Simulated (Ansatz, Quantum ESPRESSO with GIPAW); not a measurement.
**Shieldings and field gradients in Al2O3 (Corundum)**

Wanted: NMR shieldings and quadrupolar couplings for each site of Al2O3 (Corundum).

Solid-state NMR of this phase has given these values. 27Al quadrupolar coupling 2.38 MHz and 27Al asymmetry η_Q 0, in “\it Ab initio 27Al NMR chemical shifts and quadrupolar parameters for Al2O3 phases and their precursors” (2011; arXiv:1110.0231), quoting earlier work. 27Al quadrupolar coupling 2.4 MHz, in “NMR spectroscopy of electroceramics – Applications to lead-free perovskite oxides” (Groszewicz, Open Ceramics 5, 100083, 2021), quoting earlier work. 17O quadrupolar coupling 2.17 MHz, in “Synthesis and multinuclear magnetic resonance studies of some nitrogen-containing ceramic phases” (Leach, Durham University PhD thesis, 1990), quoting earlier work. Signs of C_Q are not measured.

Main program and level: Quantum ESPRESSO with GIPAW 8.0dev (patched build); DFT, PBE, plane-wave PAW (pslibrary 1.0.0 recipes), scalar-relativistic, GIPAW; a patched development version of the program.

## Step 1: Starting point

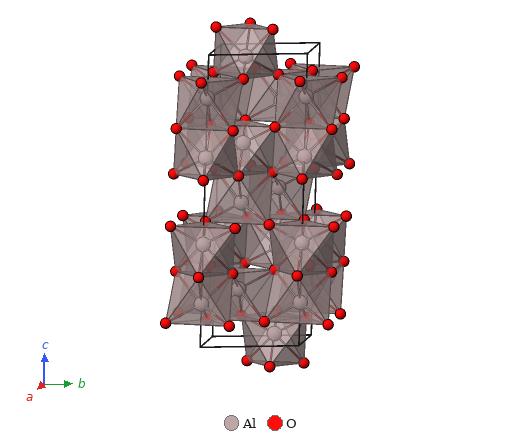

Start, viewed slightly off an axis; aluminium light grey, oxygen red. This picture shows the conventional cell, with its axes. Some periodic images of atoms are drawn too.

The cell is an entry of the Crystallography Open Database.

## Step 2: The SCF step

First the ground state. The response equations take the occupied wavefunctions as exact, so conv_thr is set much tighter than for an energy. No empty states are asked for: the response is solved without them. The mesh has a spacing of 0.40 Å⁻¹ at most. The PAW files were made with ld1.x from the pslibrary 1.0.0 recipes, with GIPAW reconstruction switched on.

File scf.in:

```
&control
  calculation = 'scf'
  prefix = 'x'
  outdir = './tmp/'
  pseudo_dir = './'
/
&system
  ibrav = 0
  nat = 10
  ntyp = 2
  ecutwfc = 55
  ecutrho = 330
  nbnd = 24
/
&electrons
  conv_thr = 1.0d-10
  mixing_beta = 0.7
  electron_maxstep = 100
/
ATOMIC_SPECIES
  Al 26.982 Al.pbe-n-kjpaw_psl.1.0.0-gipaw.UPF
  O 15.999 O.pbe-n-kjpaw_psl.1.0.0-gipaw.UPF
CELL_PARAMETERS angstrom
  2.38025000 1.37423798 4.33186667
  -2.38025000 1.37423798 4.33186667
  0.00000000 -2.74847596 4.33186667
ATOMIC_POSITIONS crystal
  Al 0.85216000 0.85216000 0.85216000
  Al 0.64784000 0.64784000 0.64784000
  Al 0.14784000 0.14784000 0.14784000
  Al 0.35216000 0.35216000 0.35216000
  O 0.05668000 0.75000000 0.44332000
  O 0.75000000 0.44332000 0.05668000
  O 0.44332000 0.05668000 0.75000000
  O 0.94332000 0.25000000 0.55668000
  O 0.25000000 0.55668000 0.94332000
  O 0.55668000 0.94332000 0.25000000
K_POINTS automatic
  4 4 4 0 0 0
```

Command:

```
$ mpirun -np 4 pw.x -nk 4 -in scf.in > scf.out
```

Output:

```text
using ibrav=0 with symmetry is DISCOURAGED, use correct ibrav instead

     bravais-lattice index     =            0
     lattice parameter (alat)  =       9.6947  a.u.
     unit-cell volume          =     573.7299 (a.u.)^3
     number of atoms/cell      =           10
     number of atomic types    =            2
     number of electrons       =        48.00
     number of Kohn-Sham states=           24
     kinetic-energy cutoff     =      55.0000  Ry
     charge density cutoff     =     330.0000  Ry
     scf convergence threshold =      1.0E-10
     mixing beta               =       0.7000
     number of iterations used =            8  plain     mixing
     Exchange-correlation= SLA-PW-PBX-PBC
                           (   1   4   3   4   0   0   0)
[...]
Al                3.00    26.98200     Al( 1.00)
     O                 6.00    15.99900     O ( 1.00)

     12 Sym. Ops., with inversion, found ( 6 have fractional translation)
[...]
number of k points=    13
[...]
Dense  grid:    57929 G-vectors     FFT dimensions: (  60,  60,  60)

     Smooth grid:    31635 G-vectors     FFT dimensions: (  48,  48,  48)

     Check: negative core charge=   -0.000001

     Initial potential from superposition of free atoms

     starting charge      47.9908, renormalised to      48.0000
     Starting wfcs are   40 randomized atomic wfcs

     Self-consistent Calculation

     iteration #  1     ecut=    55.00 Ry     beta= 0.70
     Davidson diagonalization with overlap
     ethr =  1.00E-02,  avg # of iterations =  1.1

     total energy              =    -407.72051573 Ry
     estimated scf accuracy    <       2.51411421 Ry

     iteration #  2     ecut=    55.00 Ry     beta= 0.70
     Davidson diagonalization with overlap
     ethr =  5.24E-03,  avg # of iterations =  4.3

     total energy              =    -409.22844603 Ry
     estimated scf accuracy    <       0.41672548 Ry

     iteration #  3     ecut=    55.00 Ry     beta= 0.70
     Davidson diagonalization with overlap
     ethr =  8.68E-04,  avg # of iterations =  4.7

     total energy              =    -409.17418414 Ry
     estimated scf accuracy    <       0.30699896 Ry

[...]
total energy              =    -409.32499877 Ry
[...]
iteration # 35     ecut=    55.00 Ry     beta= 0.70
     Davidson diagonalization with overlap
     ethr =  3.05E-13,  avg # of iterations =  1.5

     total energy              =    -409.32499877 Ry
     estimated scf accuracy    <          1.7E-10 Ry

     iteration # 36     ecut=    55.00 Ry     beta= 0.70
     Davidson diagonalization with overlap
     ethr =  3.05E-13,  avg # of iterations =  6.0

     End of self-consistent calculation
     [one-electron energies left out]

!    total energy              =    -409.32499877 Ry
     total all-electron energy =     -2846.977429 Ry
     estimated scf accuracy    <          2.9E-11 Ry

     The total energy is the sum of the following terms:
     one-electron contribution =     -34.36297999 Ry
     hartree contribution      =      54.14260569 Ry
     xc contribution           =     -56.74236764 Ry
     ewald contribution        =    -176.22994619 Ry
     one-center paw contrib.   =    -196.13231064 Ry

     convergence has been achieved in  36 iterations
[...]
JOB DONE.
```

Wall time 73 s (4 MPI ranks of Intel Xeon at 2.60GHz (Ice Lake), shared host); peak memory 0.62 GiB.

It converged in 36 cycles to an estimated accuracy of 3e-11 Ry, on 13 irreducible k-points.

## Step 3: GIPAW: job nmr

The job finds the current that a weak uniform field induces (applied as a long wave, q_gipaw) and the field that this current makes at each nucleus. On atoms with p or d valence electrons much of the paramagnetic part arises close to the nucleus, where the PAW partial waves rebuild the true states. pawproj makes the reconstruction use the PAW data sets' own projectors.

File nmr.in:

```
&inputgipaw
  job = 'nmr'
  prefix = 'x'
  tmp_dir = './tmp/'
  restart_mode = 'from_scratch'
  verbosity = 'low'
  q_gipaw = 0.01
  spline_ps = .true.
  conv_threshold = 1.0d-11
  use_nmr_macroscopic_shape = .false.
  pawproj(1) = .true.
  pawproj(2) = .true.
/
```

Command:

```
$ mpirun -np 4 gipaw.x -in nmr.in > nmr.out
```

Output:

```text
[banner, memory and clock lines left out]
[a note of our patched build left out]

     Parallelizing q-star over 1 images

     IMPORTANT: XC functional enforced from input :
     Exchange-correlation= PBE
                           (   1   4   3   4   0   0   0)
     Any further DFT definition will be discarded
     Please, verify this is what you really want

     Check: negative core charge=   -0.000001
[...]
WARNING: some symmetry operations do not permute x, y and z, so the susceptibility and the shape term are
     wrong: all shieldings move alike (in wurtzite BN nosym gave 13 and 6 ppm more at 3 and 6 points an axis).
     Run pw.x with nosym, and raise the mesh until the susceptibility stays

     alpha_pv=     38.5074 eV

     spline_ps is .false., expect some extrapolation errors

     q-space interpolation up to    66.00 Rydberg

     GIPAW job: nmr
     NMR macroscopic correction: no
[...]
Computing the magnetic susceptibility     isolve=0    ethr=  0.1000E-10
     Starting from scratch
     k-point #    1 of    13      pool #  1    cpu time:       1.9
[...]
End of magnetic susceptibility calculation

     f-sum rule (1st term):
           -45.0841          0.0000          0.0000
             0.0000        -45.0841         -0.0000
             0.0000         -0.0000        -45.0768

     f-sum rule (2nd term):
            -0.9936          0.0000          0.0000
            -0.0000         -0.9936          0.0000
             0.0000          0.0000         -0.9991

     f-sum rule (should be   -46.0706):
           -46.0777          0.0000          0.0000
            -0.0000        -46.0777         -0.0000
             0.0000         -0.0000        -46.0758

[... susceptibilities left out ...]
     Contributions to the NMR chemical shifts: -------------------------------

     Macroscopic shape contribution in ppm:                    0.00
             0.0000          0.0000          0.0000
             0.0000          0.0000          0.0000
             0.0000          0.0000          0.0000

     Core contribution in ppm:

     Atom  1  Al  pos: (  0.000000  0.000000  2.158645)  core sigma:         766.76
     Atom  2  Al  pos: (  0.000000  0.000000  1.641073)  core sigma:         766.76
     Atom  3  Al  pos: (  0.000000  0.000000  0.374500)  core sigma:         766.76
     Atom  4  Al  pos: (  0.000000  0.000000  0.892072)  core sigma:         766.76
     Atom  5  O   pos: ( -0.321677 -0.021419  1.055477)  core sigma:         271.07
     Atom  6  O   pos: (  0.142289  0.289290  1.055477)  core sigma:         271.07
     Atom  7  O   pos: (  0.179388 -0.267871  1.055477)  core sigma:         271.07
     Atom  8  O   pos: (  0.321677  0.021419  1.477668)  core sigma:         271.07
     Atom  9  O   pos: ( -0.142289 -0.289290  1.477668)  core sigma:         271.07
     Atom 10  O   pos: ( -0.179388  0.267871  1.477668)  core sigma:         271.07

     Bare contribution in ppm:

     Atom  1  Al  pos: (  0.000000  0.000000  2.158645)  bare sigma:         -20.22
[...]
Atom  2  Al  pos: (  0.000000  0.000000  1.641073)  bare sigma:         -20.22
[...]
Atom  3  Al  pos: (  0.000000  0.000000  0.374500)  bare sigma:         -20.22
[...]
Atom  4  Al  pos: (  0.000000  0.000000  0.892072)  bare sigma:         -20.22
[...]
Atom  5  O   pos: ( -0.321677 -0.021419  1.055477)  bare sigma:          45.31
[...]
Atom  6  O   pos: (  0.142289  0.289290  1.055477)  bare sigma:          45.31
[...]
Atom  7  O   pos: (  0.179388 -0.267871  1.055477)  bare sigma:          45.31
[...]
Atom  8  O   pos: (  0.321677  0.021419  1.477668)  bare sigma:          45.31
[...]
Atom  9  O   pos: ( -0.142289 -0.289290  1.477668)  bare sigma:          45.31
[...]
Atom 10  O   pos: ( -0.179388  0.267871  1.477668)  bare sigma:          45.31
[...]
Diamagnetic contribution in ppm:

     Atom  1  Al  pos: (  0.000000  0.000000  2.158645)  dia sigma:           2.24
[...]
Atom  2  Al  pos: (  0.000000  0.000000  1.641073)  dia sigma:           2.24
[...]
Atom  3  Al  pos: (  0.000000  0.000000  0.374500)  dia sigma:           2.24
[...]
Atom  4  Al  pos: (  0.000000  0.000000  0.892072)  dia sigma:           2.24
[...]
Atom  5  O   pos: ( -0.321677 -0.021419  1.055477)  dia sigma:          18.06
[...]
Atom  6  O   pos: (  0.142289  0.289290  1.055477)  dia sigma:          18.06
[...]
Atom  7  O   pos: (  0.179388 -0.267871  1.055477)  dia sigma:          18.06
[...]
Atom  8  O   pos: (  0.321677  0.021419  1.477668)  dia sigma:          18.06
[...]
Atom  9  O   pos: ( -0.142289 -0.289290  1.477668)  dia sigma:          18.06
[...]
Atom 10  O   pos: ( -0.179388  0.267871  1.477668)  dia sigma:          18.06
[...]
Paramagnetic contribution in ppm:

     Atom  1  Al  pos: (  0.000000  0.000000  2.158645)  para sigma:        -214.37
[...]
Atom  2  Al  pos: (  0.000000  0.000000  1.641073)  para sigma:        -214.37
[...]
Atom  3  Al  pos: (  0.000000  0.000000  0.374500)  para sigma:        -214.37
[...]
Atom  4  Al  pos: (  0.000000  0.000000  0.892072)  para sigma:        -214.37
[...]
Atom  5  O   pos: ( -0.321677 -0.021419  1.055477)  para sigma:          37.53
[...]
Atom  6  O   pos: (  0.142289  0.289290  1.055477)  para sigma:          37.53
[...]
Atom  7  O   pos: (  0.179388 -0.267871  1.055477)  para sigma:          37.53
[...]
Atom  8  O   pos: (  0.321677  0.021419  1.477668)  para sigma:          37.53
[...]
Atom  9  O   pos: ( -0.142289 -0.289290  1.477668)  para sigma:          37.53
[...]
Atom 10  O   pos: ( -0.179388  0.267871  1.477668)  para sigma:          37.53
[...]
Paramagnetic US occ-occ contribution in ppm:

     Atom  1  Al  pos: (  0.000000  0.000000  2.158645)  para_oo sigma:          -0.86
[...]
Atom  2  Al  pos: (  0.000000  0.000000  1.641073)  para_oo sigma:          -0.86
[...]
Atom  3  Al  pos: (  0.000000  0.000000  0.374500)  para_oo sigma:          -0.86
[...]
Atom  4  Al  pos: (  0.000000  0.000000  0.892072)  para_oo sigma:          -0.86
[...]
Atom  5  O   pos: ( -0.321677 -0.021419  1.055477)  para_oo sigma:          -0.71
[...]
Atom  6  O   pos: (  0.142289  0.289290  1.055477)  para_oo sigma:          -0.71
[...]
Atom  7  O   pos: (  0.179388 -0.267871  1.055477)  para_oo sigma:          -0.71
[...]
Atom  8  O   pos: (  0.321677  0.021419  1.477668)  para_oo sigma:          -0.71
[...]
Atom  9  O   pos: ( -0.142289 -0.289290  1.477668)  para_oo sigma:          -0.71
[...]
Atom 10  O   pos: ( -0.179388  0.267871  1.477668)  para_oo sigma:          -0.71
[...]
Paramagnetic US L_R Q_R contribution in ppm:

     Atom  1  Al  pos: (  0.000000  0.000000  2.158645)  para_lq sigma:          -0.43
[...]
Atom  2  Al  pos: (  0.000000  0.000000  1.641073)  para_lq sigma:          -0.43
[...]
Atom  3  Al  pos: (  0.000000  0.000000  0.374500)  para_lq sigma:          -0.43
[...]
Atom  4  Al  pos: (  0.000000  0.000000  0.892072)  para_lq sigma:          -0.43
[...]
Atom  5  O   pos: ( -0.321677 -0.021419  1.055477)  para_lq sigma:        -202.95
[...]
Atom  6  O   pos: (  0.142289  0.289290  1.055477)  para_lq sigma:        -202.95
[...]
Atom  7  O   pos: (  0.179388 -0.267871  1.055477)  para_lq sigma:        -202.95
[...]
Atom  8  O   pos: (  0.321677  0.021419  1.477668)  para_lq sigma:        -202.95
[...]
Atom  9  O   pos: ( -0.142289 -0.289290  1.477668)  para_lq sigma:        -202.95
[...]
Atom 10  O   pos: ( -0.179388  0.267871  1.477668)  para_lq sigma:        -202.95
[...]
Total NMR chemical shifts in ppm: ---------------------------------------
     (adopting the Simpson convention for anisotropy and asymmetry)-----------

     Atom  1  Al  pos: (  0.000000  0.000000  2.158645)  Total sigma:         533.12
           537.1264          2.0650          0.0000
            -2.0650        537.1264         -0.0000
             0.0000         -0.0000        525.1022

     Al      1    anisotropy:    -12.02    eta:    0.0000
[...]
Atom  2  Al  pos: (  0.000000  0.000000  1.641073)  Total sigma:         533.12
[... its tensor is left out ...]
     Atom  3  Al  pos: (  0.000000  0.000000  0.374500)  Total sigma:         533.12
[... its tensor is left out ...]
     Atom  4  Al  pos: (  0.000000  0.000000  0.892072)  Total sigma:         533.12
[... its tensor is left out ...]
     Atom  5  O   pos: ( -0.321677 -0.021419  1.055477)  Total sigma:         168.31
           166.7876          2.7766         -2.3318
             2.7766        169.9937          1.3463
            -1.1658          0.6731        168.1433

     O       5    anisotropy:     -6.22    eta:    0.5858
[...]
Atom  6  O   pos: (  0.142289  0.289290  1.055477)  Total sigma:         168.31
[... its tensor is left out ...]
     Atom  7  O   pos: (  0.179388 -0.267871  1.055477)  Total sigma:         168.31
[... its tensor is left out ...]
     Atom  8  O   pos: (  0.321677  0.021419  1.477668)  Total sigma:         168.31
[... its tensor is left out ...]
     Atom  9  O   pos: ( -0.142289 -0.289290  1.477668)  Total sigma:         168.31
[... its tensor is left out ...]
     Atom 10  O   pos: ( -0.179388  0.267871  1.477668)  Total sigma:         168.31
[... its tensor is left out ...]
```

Elapsed: 3.3 min, on 4 MPI ranks; peak memory 0.38 GiB; 13 min of CPU time.

The f-sum rule is met to 0.0071 of 46.1 (0.02 %). Converged shieldings require that this miss be small, but a small miss does not prove them. gipaw.x warns that with these symmetry operations the susceptibility and the shape term are unreliable; the other terms are not touched.

From the symmetric part of each tensor, with principal values σ11 ≤ σ22 ≤ σ33: σ_iso is their mean, the span is σ33 − σ11 and the skew 3(σ_iso − σ22)/span. (gipaw.x prints an anisotropy in another convention.)

| site | atom no. | atoms in cell | σ_iso (ppm) | span (ppm) | skew |
| --- | --- | --- | --- | --- | --- |
| Al | 1 | 4 | 533.1 | 12.0 | -1.00 |
| O | 5 | 6 | 168.3 | 7.4 | -0.35 |

The macroscopic shape term is switched off. For a spherical sample the valence susceptibility of this run would add about 10 ppm to every site, a rough estimate, since the susceptibility converges slowly and lacks part of the PAW terms, above all in hexagonal and trigonal cells. Differences within the crystal don't depend on it, but shieldings of different compounds can't be compared to better than a few ppm without it.

An axis of order three or more runs through Al, so two principal values coincide and the skew is ±1. In this run the largest span is that of Al (site symmetry 3), with principal values 525.1, 537.1 and 537.1 ppm.

How the isotropic values are made up (ppm). The core part is that of the free atom's core; bare is the current of the smooth valence states; the last two are what the PAW spheres add to the diamagnetic and the paramagnetic current:

| site | core | bare | reconstruction, dia | reconstruction, para |
| --- | --- | --- | --- | --- |
| Al | 766.8 | -20.2 | 2.2 | -215.7 |
| O | 271.1 | 45.3 | 18.1 | -166.1 |

(Part 1 of 2 ends here.)

[Banner, clock, file and message-heading lines were taken out of the pw.x and gipaw.x logs.]

[Logs are printed without paths, hosts, clocks, repeated set-up lines and the standing remarks that a program may print on its own settings, such as how far it seeks lower states.]

[Hosts, paths, dates, database ids (printed as entryN), source tags and the programs' standing remarks are cut or masked in the printed files.]

[Where no reference line passes its bar on scatter, no shift is given, so a measured shift of this compound may stand uncompared.]
